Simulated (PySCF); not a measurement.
C$_{4}$H$_{9}$ClO$_{2}$SSi

```yaml
atoms:
  - { symbol: C, position_ang: [-2.4779, -1.3754, 0.3581] }
  - { symbol: C, position_ang: [-1.5378, -0.5141, 0.7019] }
  - { symbol: C, position_ang: [-0.2892, -0.2626, -0.0814] }
  - { symbol: Si, position_ang: [-0.4095, 1.4100, -1.0413] }
  - { symbol: C, position_ang: [0.9181, -0.2757, 0.8288] }
  - { symbol: S, position_ang: [2.2988, 0.1978, -0.2138] }
  - { symbol: O, position_ang: [2.3714, -0.6194, -1.3787] }
  - { symbol: O, position_ang: [2.3400, 1.6175, -0.3681] }
  - { symbol: Cl, position_ang: [3.9025, -0.2918, 0.9432] }
  - { symbol: H, position_ang: [-2.3889, -1.9871, -0.5241] }
  - { symbol: H, position_ang: [-3.3757, -1.5012, 0.9377] }
  - { symbol: H, position_ang: [-1.6512, 0.0908, 1.5918] }
  - { symbol: H, position_ang: [-0.1638, -1.0588, -0.8198] }
  - { symbol: H, position_ang: [-1.8076, 1.4351, -1.4916] }
  - { symbol: H, position_ang: [-0.2075, 2.5051, -0.0959] }
  - { symbol: H, position_ang: [0.4492, 1.4218, -2.2143] }
  - { symbol: H, position_ang: [0.8738, 0.4716, 1.6162] }
  - { symbol: H, position_ang: [1.1467, -1.2572, 1.2398] }
```

Geometry: GFN2-xTB.

The calculation used PySCF, PBE0/pcSseg-1, SCF density, gas phase, non-relativistic.

> What can the converged electron density and electron localisation function tell about the bonding?

C–C (1.32 Å): ρ is about 2.3 e/Å³ halfway; the ELF peaks at about 0.90 between the atoms: a multiple bond.
C–H (1.08 Å): the density is about 2 e/Å³ at the midpoint; the ELF climbs to about 1 towards the hydrogen, as it does in any bond to H; an ordinary covalent bond to hydrogen.

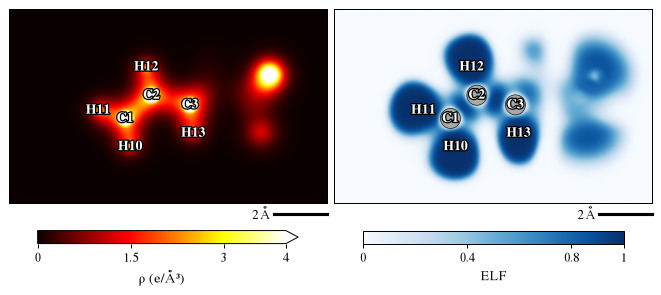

Computed electron density and electron localisation function on the plane of atoms C2, C1 and H11, in this order. Grey discs cover the atomic cores in the ELF map. 
